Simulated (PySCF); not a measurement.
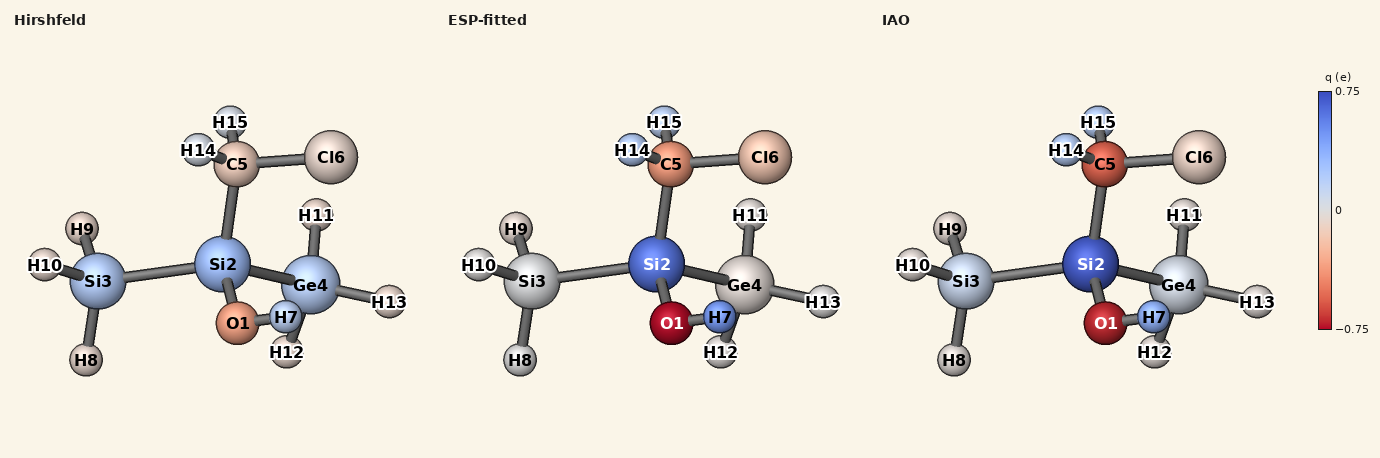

Atomic charges of one calculation by 3 schemes, on one colour scale. The geometry was computed by an optimisation with PBE0-D3(BJ)/def2-SVP. No frequency run is at hand to confirm it as a minimum. Computed with PBE0/pcSseg-0 (PySCF 2.14.0).

Question: On which atom do the schemes disagree most?

Answer: On C5 (from −0.55 to −0.12 e).

List the charges (e), one line for each set of equivalent atoms.

```
atom  Hirshfeld  ESP-fitted    IAO
  O1      −0.33       −0.73  −0.70
 Si2       0.29        0.60   0.68
 Si3       0.20        0.01   0.10
 Ge4       0.19       −0.03   0.05
  C5      −0.12       −0.36  −0.55
 Cl6      −0.07       −0.16  −0.09
  H7       0.16        0.45   0.34
  H8      −0.06        0.00  −0.03
  H9      −0.07       −0.05  −0.04
 H10      −0.06       −0.01  −0.03
 H11      −0.07       −0.03  −0.03
 H12      −0.07       −0.02  −0.03
 H13      −0.07       −0.01  −0.03
 H14       0.04        0.19   0.19
 H15       0.04        0.16   0.19
```
